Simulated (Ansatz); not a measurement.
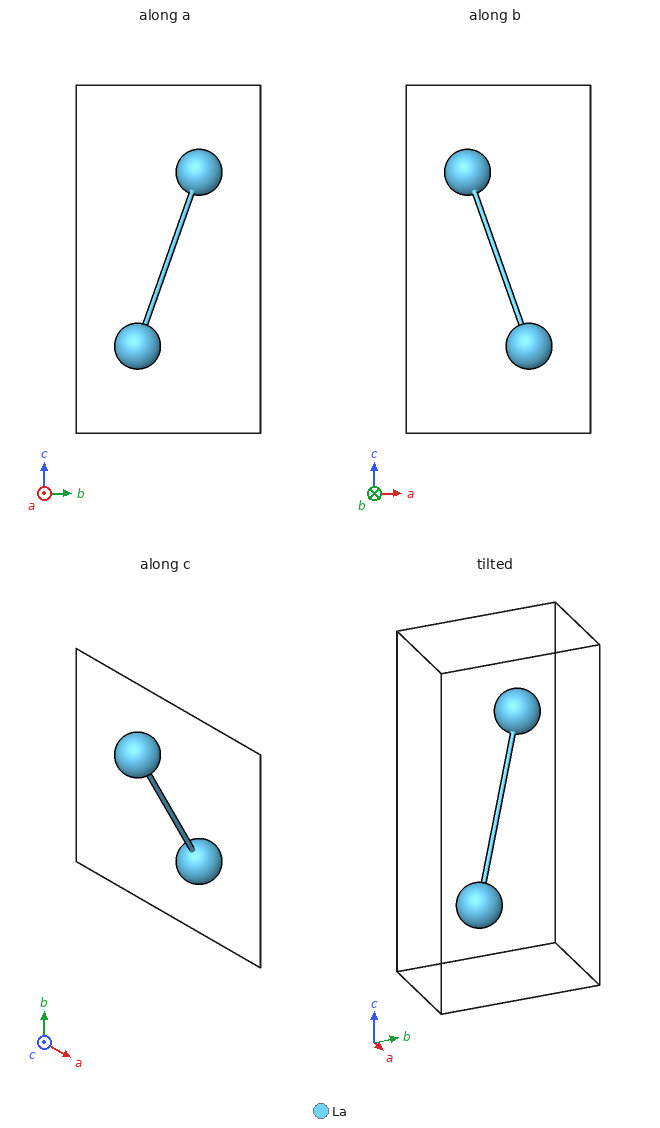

Crystal structure, ball-and-stick style, seen along the a axis, along the b axis, along the c axis and slightly off an axis. Atoms at the boundary of the conventional unit cell (the box) are drawn once for each face, edge or corner they touch.

Lattice parameters: a = 3.7560 Å, b = 3.7560 Å, c = 6.1348 Å, α = 90.000°, β = 90.000°, γ = 120.000°.

Question: Give the structure in the form of a CIF in P1 with every atom of the cell.

Answer:
```cif
data_structure
_symmetry_space_group_name_H-M 'P 1'
_symmetry_Int_Tables_number 1
_cell_length_a 3.7560
_cell_length_b 3.7560
_cell_length_c 6.1348
_cell_angle_alpha 90.000
_cell_angle_beta 90.000
_cell_angle_gamma 120.000
_cell_volume 74.95
loop_
_atom_site_label
_atom_site_type_symbol
_atom_site_fract_x
_atom_site_fract_y
_atom_site_fract_z
_atom_site_occupancy
La1 La 0.3333 0.6667 0.7500 1
La2 La 0.6667 0.3333 0.2500 1
```

Provenance: a structure type filled with this element by a generator (whether the element takes this form wasn't checked). Earlier steps of the study may have refined or changed the cell and positions. It went into a calculation with Ansatz.
